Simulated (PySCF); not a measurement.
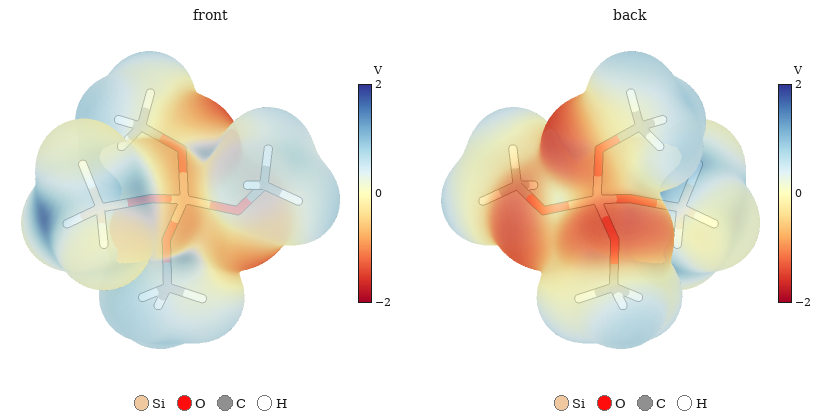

C3H12O4Si2. The electrostatic potential painted on the density surface at 0.002 e/bohr³, seen from the front and from behind; the colour scale runs from red (negative) to blue (positive).

Geometry: PBE0-D3(BJ)/def2-SVP.

Method: PBE0/pcSseg-1, SCF density, gas phase, non-relativistic in PySCF 2.14.0.

```xyz
21

Si   -0.5023   -0.2427   -0.0085
O    -1.8888    0.4513    0.5107
C    -2.1917    0.7466    1.8479
O    -0.5291   -0.3231   -1.6454
C    -0.7425    0.7654   -2.5028
O    -0.3894   -1.7584    0.6010
C     0.7274   -2.5946    0.4767
O     0.7802    0.6561    0.5048
Si    2.3240    1.1685    0.2028
H    -2.2154   -0.1656    2.4686
H    -3.1853    1.2169    1.8879
H    -1.4583    1.4460    2.2862
H     0.1095    1.4698   -2.4932
H    -1.6550    1.3237   -2.2329
H    -0.8577    0.3882   -3.5298
H     1.6336   -2.1408    0.9184
H     0.9405   -2.8379   -0.5787
H     0.5262   -3.5348    1.0115
H     3.2117    0.7543    1.3284
H     2.3409    2.6559    0.0858
H     2.8346    0.5710   -1.0689
```

Which sites attract a positive test charge, and which a negative one?

A positive charge is drawn to the negative regions and a negative charge to the positive ones. The most negative region (about −1.4 V, or −32 kcal/mol for a unit charge) lies over O2, O4 and O6, the most positive (about +1.4 V, or +32 kcal/mol for a unit charge) over Si9.

What dipole moment does the calculation give?

Its dipole moment is 1.46 D.
